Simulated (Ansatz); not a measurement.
# CH₉AlSSi₂: how energies converge with the basis set

Aim: see how fast density functionals converge with the basis set for CH₉AlSSi₂.

Method: one geometry, several basis sets; program: Ansatz 0.2.0, Gaussian basis.

Plan: PBE0-D4/def2-SVP; ωB97M-V/def2-SVP; PBE0-D4/def2-QZVPP; ωB97M-V/def2-QZVPP; the functionals' def2-TZVPP values are taken from earlier runs.

### Step 1. Structure used throughout

All runs share one geometry, relaxed beforehand with PBE0-D4/def2-TZVP.

SMILES `C[SiH](S)[SiH2][AlH2]`, 14 atoms, charge 0, spin multiplicity 1.

Atoms are counted from 1 here; the program's logs count them from 0.

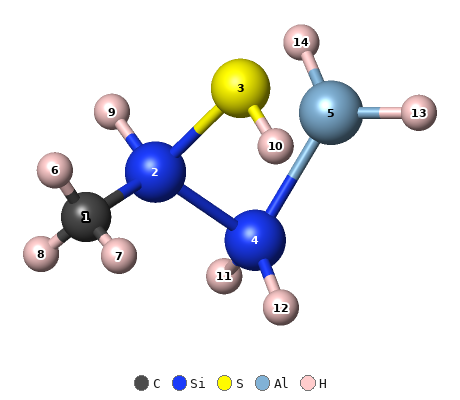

The structure; carbon dark grey, silicon blue, sulfur yellow, aluminium light blue, hydrogen pink; atoms are numbered from 1 in the order of the file.

Coordinates:

```xyz
14

C    -2.2326    0.6641    0.6809
Si   -0.7419    0.2452   -0.3639
S     0.9297    1.6288    0.1899
Si    0.5358   -1.6989   -0.2222
Al    2.4254   -0.1829   -0.7245
H    -2.5079    1.7157    0.5772
H    -2.0451    0.4479    1.7345
H    -3.0790    0.0508    0.3587
H    -0.9484    0.6959   -1.7675
H     1.0321    1.1868    1.4572
H     0.0051   -2.7917   -1.0852
H     0.4171   -2.1331    1.2044
H     3.6909   -0.1277    0.2376
H     2.5058    0.2698   -2.2483
```

### Step 2. PBE0-D4 in def2-SVP

Input file in.yaml:

```yaml
crystal:
  periodic: [false, false, false]
  atoms:
    - {symbol: C, position_ang: [-2.232643, 0.664117, 0.680875]}
    - {symbol: Si, position_ang: [-0.741888, 0.245240, -0.363898]}
    - {symbol: S, position_ang: [0.929665, 1.628780, 0.189907]}
    - {symbol: Si, position_ang: [0.535783, -1.698884, -0.222173]}
    - {symbol: Al, position_ang: [2.425352, -0.182865, -0.724491]}
    - {symbol: H, position_ang: [-2.507908, 1.715673, 0.577173]}
    - {symbol: H, position_ang: [-2.045059, 0.447926, 1.734483]}
    - {symbol: H, position_ang: [-3.078972, 0.050803, 0.358684]}
    - {symbol: H, position_ang: [-0.948372, 0.695913, -1.767467]}
    - {symbol: H, position_ang: [1.032060, 1.186798, 1.457230]}
    - {symbol: H, position_ang: [0.005141, -2.791695, -1.085196]}
    - {symbol: H, position_ang: [0.417140, -2.133067, 1.204370]}
    - {symbol: H, position_ang: [3.690863, -0.127666, 0.237646]}
    - {symbol: H, position_ang: [2.505839, 0.269826, -2.248342]}
basis:
  gaussian: {orbitals: def2-SVP}
hamiltonian: {xc: pbe0, dispersion: d4}
output: {orbitals: {seedname: orbitals}}
```

Run with:

```
$ ansatz run in.yaml --threads 4 --pin off --events-out ev --progress --plain --max-ram 10444MiB
```

What it wrote:

```text
Functional definition: PBE0
  name "PBE0"
  cite "Adamo & Barone, J. Chem. Phys. 110, 6158 (1999) doi:10.1063/1.478522"
  cite "Perdew, Burke & Ernzerhof, Phys. Rev. Lett. 77, 3865 (1996) doi:10.1103/PhysRevLett.77.3865"
  parent pbe
  parameter a = 0.25
  parameter kappa = 0.804
  parameter beta = 0.06672455060314922
  exchange = (1 - a)*pbe_x(kappa = kappa, mu = beta*pi^2/3) + a*exact_x
  correlation = pbe_c(beta = beta)
1267 factors; integrals over basis functions are off by at most 1.5e-3 eV
mean field evaluation 1: about -34341.9579 eV, gradient 4.0e1 eV
mean field evaluation 2: about -34341.0643 eV, gradient 4.3e1 eV
mean field evaluation 4: about -34346.0748 eV, gradient 1.4e0 eV
mean field evaluation 8: about -34346.1792 eV, gradient 6.3e-2 eV
mean field evaluation 16: about -34346.1792 eV, gradient 3.7e-5 eV
mean field -34346.17919722 eV, -1262.1988048214 hartree, gradient 3.7e-5 eV, S^2 0.000000; 0 other end points of the search recorded, 0 dependent functions left out
reference -34346.17923354 eV, -1262.1988061562 hartree; 36, 36 occupied and 95, 95 virtual orbitals, 1267 factors
Total energy: -34346.54827697 eV, -1262.2123682520 hartree
```

Run time: 1.6 s. Hardware: 4 threads of Arm Neoverse V2, shared host.

### Step 3. ωB97M-V in def2-SVP

Changes to in.yaml since step 2:

```diff
@@ -19,3 +19,3 @@
   gaussian: {orbitals: def2-SVP}
-hamiltonian: {xc: pbe0, dispersion: d4}
+hamiltonian: {xc: {name: wB97M-V}}
 output: {orbitals: {seedname: orbitals}}
```

Same command.

What it wrote:

```text
Functional definition: wB97M-V
  name "wB97M-V"
  cite "Mardirossian & Head-Gordon, J. Chem. Phys. 144, 214110 (2016) doi:10.1063/1.4952647"
  cite "Becke, J. Chem. Phys. 107, 8554 (1997) doi:10.1063/1.475007"
  cite "Vydrov & Van Voorhis, J. Chem. Phys. 133, 244103 (2010) doi:10.1063/1.3521275"
  # Of w^i u^j: cxij and so on, Table III.
  parameter omega = 0.3/bohr
  parameter cx = 0.15
  parameter cx01 = 1.007
  parameter cx10 = 0.259
  parameter css00 = 0.443
  parameter css04 = -1.437
  parameter css10 = -4.535
  parameter css20 = -3.390
  parameter css43 = 4.278
  parameter cos00 = 1.000
  parameter cos10 = 1.358
  parameter cos20 = 2.924
  parameter cos21 = -8.812
  parameter cos60 = -1.390
  parameter cos61 = 9.142
  parameter b = 6.0
  parameter c = 0.01
  gx(w, u) = 1 - cx + cx01*u + cx10*w
  gss(w, u) = css00 + css04*u^4 + css10*w + css20*w^2 + css43*w^4*u^3
  gos(w, u) = cos00 + cos10*w + (cos20 + cos21*u)*w^2 + (cos60 + cos61*u)*w^6
  exchange = spin_sum(e_x_unif_sr(omega)*gx(b97_w, b97_u_x)) + cx*exact_x_sr(omega) + exact_x_lr(omega)
  correlation = spin_sum(e_c_pw_mod_same_spin*gss(b97_w, b97_u_same))
      + integral(e_c_pw_mod_opposite_spin*gos(b97_w_opposite, b97_u_opposite)) + vv10(b, c)
1267 factors; integrals over basis functions are off by at most 1.5e-3 eV
468 factors; integrals over basis functions are off by at most 9.6e-6 eV
mean field evaluation 1: about -34355.0092 eV, gradient 3.1e1 eV
mean field evaluation 2: about -34356.3634 eV, gradient 2.2e1 eV
mean field evaluation 4: about -34357.5574 eV, gradient 6.4e-1 eV
mean field evaluation 8: about -34357.6240 eV, gradient 3.5e-2 eV
mean field evaluation 16: about -34357.6241 eV, gradient 6.7e-5 eV
mean field -34357.62405235 eV, -1262.6193954900 hartree, gradient 6.7e-5 eV, S^2 0.000000; 0 other end points of the search recorded, 0 dependent functions left out
reference -34357.62411012 eV, -1262.6193976129 hartree; 36, 36 occupied and 95, 95 virtual orbitals, 1267 factors
Total energy: -34357.62411012 eV, -1262.6193976129 hartree
```

Wall time 7.5 s (4 threads of Arm Neoverse V2, shared host).

### Step 4. PBE0-D4 in def2-QZVPP

Changes to in.yaml since step 3:

```diff
@@ -18,4 +18,4 @@
 basis:
-  gaussian: {orbitals: def2-SVP}
-hamiltonian: {xc: {name: wB97M-V}}
+  gaussian: {orbitals: "def2-QZVPP.json"}
+hamiltonian: {xc: pbe0, dispersion: d4}
 output: {orbitals: {seedname: orbitals}}
```

The command is unchanged.

What it wrote:

```text
Functional definition: PBE0
  name "PBE0"
  cite "Adamo & Barone, J. Chem. Phys. 110, 6158 (1999) doi:10.1063/1.478522"
  cite "Perdew, Burke & Ernzerhof, Phys. Rev. Lett. 77, 3865 (1996) doi:10.1103/PhysRevLett.77.3865"
  parent pbe
  parameter a = 0.25
  parameter kappa = 0.804
  parameter beta = 0.06672455060314922
  exchange = (1 - a)*pbe_x(kappa = kappa, mu = beta*pi^2/3) + a*exact_x
  correlation = pbe_c(beta = beta)
2280 factors; their error is unknown
mean field evaluation 1: about -34353.8864 eV, gradient 5.1e1 eV
mean field evaluation 2: about -34352.1804 eV, gradient 5.4e1 eV
mean field evaluation 4: about -34360.0731 eV, gradient 2.9e0 eV
mean field evaluation 8: about -34360.0915 eV, gradient 4.1e-2 eV
mean field evaluation 16: about -34360.1179 eV, gradient 3.9e-5 eV
mean field -34360.11793597 eV, -1262.7110440226 hartree, gradient 3.9e-5 eV, S^2 0.000000; 0 other end points of the search recorded, 0 dependent functions left out
reference -34360.11799107 eV, -1262.7110460473 hartree; 36, 36 occupied and 571, 571 virtual orbitals, 2280 factors
Total energy: -34360.48703450 eV, -1262.7246081431 hartree
```

It took 17 s on 4 threads of Arm Neoverse V2, shared host; peak memory 3.1 GiB.

### Step 5. ωB97M-V in def2-QZVPP

Changes to in.yaml since step 4:

```diff
@@ -19,3 +19,3 @@
   gaussian: {orbitals: "def2-QZVPP.json"}
-hamiltonian: {xc: pbe0, dispersion: d4}
+hamiltonian: {xc: {name: wB97M-V}}
 output: {orbitals: {seedname: orbitals}}
```

Same command.

What it wrote:

```text
Functional definition: wB97M-V
  name "wB97M-V"
  cite "Mardirossian & Head-Gordon, J. Chem. Phys. 144, 214110 (2016) doi:10.1063/1.4952647"
  cite "Becke, J. Chem. Phys. 107, 8554 (1997) doi:10.1063/1.475007"
  cite "Vydrov & Van Voorhis, J. Chem. Phys. 133, 244103 (2010) doi:10.1063/1.3521275"
  # Of w^i u^j: cxij and so on, Table III.
  parameter omega = 0.3/bohr
  parameter cx = 0.15
  parameter cx01 = 1.007
  parameter cx10 = 0.259
  parameter css00 = 0.443
  parameter css04 = -1.437
  parameter css10 = -4.535
  parameter css20 = -3.390
  parameter css43 = 4.278
  parameter cos00 = 1.000
  parameter cos10 = 1.358
  parameter cos20 = 2.924
  parameter cos21 = -8.812
  parameter cos60 = -1.390
  parameter cos61 = 9.142
  parameter b = 6.0
  parameter c = 0.01
  gx(w, u) = 1 - cx + cx01*u + cx10*w
  gss(w, u) = css00 + css04*u^4 + css10*w + css20*w^2 + css43*w^4*u^3
  gos(w, u) = cos00 + cos10*w + (cos20 + cos21*u)*w^2 + (cos60 + cos61*u)*w^6
  exchange = spin_sum(e_x_unif_sr(omega)*gx(b97_w, b97_u_x)) + cx*exact_x_sr(omega) + exact_x_lr(omega)
  correlation = spin_sum(e_c_pw_mod_same_spin*gss(b97_w, b97_u_same))
      + integral(e_c_pw_mod_opposite_spin*gos(b97_w_opposite, b97_u_opposite)) + vv10(b, c)
2169 factors; their error is unknown
545 factors; integrals over basis functions are off by at most 1.3e-5 eV
mean field evaluation 1: about -34367.8041 eV, gradient 4.0e1 eV
mean field evaluation 2: about -34369.6722 eV, gradient 2.9e1 eV
mean field evaluation 4: about -34371.5897 eV, gradient 1.1e0 eV
mean field evaluation 8: about -34371.6102 eV, gradient 2.1e-1 eV
mean field evaluation 16: about -34371.6103 eV, gradient 3.6e-5 eV
mean field -34371.61029129 eV, -1263.1333802908 hartree, gradient 3.6e-5 eV, S^2 0.000000; 0 other end points of the search recorded, 0 dependent functions left out
reference -34371.61037956 eV, -1263.1333835347 hartree; 36, 36 occupied and 571, 571 virtual orbitals, 2169 factors
Total energy: -34371.61037956 eV, -1263.1333835347 hartree
```

It took 35 s on 4 threads of Arm Neoverse V2, shared host; peak memory 3.7 GiB.

### Step 6. Density functionals: the series

The def2-TZVPP values come from earlier runs at the same geometry.

```
functional       basis  functions  energy (eV)  from the largest (eV)  HOMO (eV)  LUMO (eV)
   PBE0-D4    def2-SVP        131  -34346.5483                 13.939      -6.85      -0.58
   PBE0-D4  def2-TZVPP        325  -34359.3762                  1.111      -6.80      -0.69
   PBE0-D4  def2-QZVPP        607  -34360.4870                  0.000      -6.80      -0.78
   ωB97M-V    def2-SVP        131  -34357.6241                 13.986      -8.76       1.17
   ωB97M-V  def2-TZVPP        325  -34370.5454                  1.065      -8.74       0.93
   ωB97M-V  def2-QZVPP        607  -34371.6104                  0.000      -8.75       0.64
```

### Step 7. Summary of results

```
                                       quantity           value
PBE0-D4: double and triple zeta above quadruple  13.94, 1.11 eV
ωB97M-V: double and triple zeta above quadruple  13.99, 1.07 eV
```

For PBE0-D4 the step from double to triple zeta gains 12.83 eV and the next only 1.11 eV. These are total energies; as a rule much of such shifts cancels in differences, which this series doesn't test. The LUMO of ωB97M-V is positive and keeps falling with the basis (1.17 to 0.64 eV): an unbound level that the basis holds in place.

For PBE0-D4 the largest set took about 11 times as long as the smallest (17 s against 1.6 s).
